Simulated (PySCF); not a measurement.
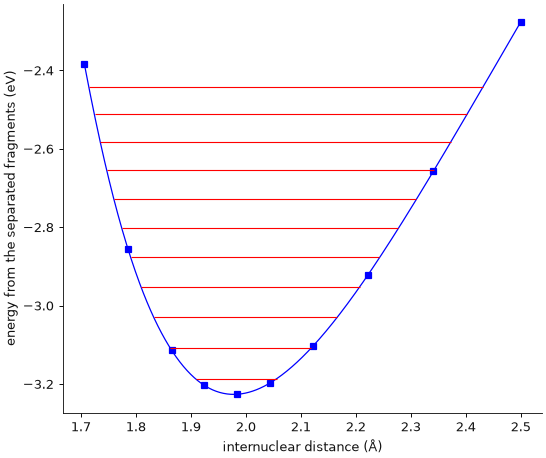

Bond curve of GeB, quartet (excess alpha electrons: σ +1, πx +1, πy +1). PBE0/cc-pVTZ(-PP) (ECP), PySCF, UKS. One reference determinant with the occupation held, the lowest that a PBE0 search over spins and occupations found; no spin-orbit coupling. Zero is the separated fragments in their ground configurations, without counterpoise. 2 further points of the run are not drawn. Horizontal lines: vibrational levels from ωe and ωexe, starting at v = 0.

> What constants does a Dunham fit to the curve give (main isotopes)?

re = 1.978 Å, ωe = 647 cm⁻¹, ωexe = 4.3 cm⁻¹, De = 3.23 eV, Be = 0.45 cm⁻¹.

> How much does zero-point motion take off the well depth?

0.040 eV (323 cm⁻¹): De = 3.23 eV, D0 = 3.19 eV.

Note: lowest determinant of a PBE0 search, another state may lie lower; spin-orbit coupling is left out; it can lower the fragment Ge more than the molecule, and De with it.
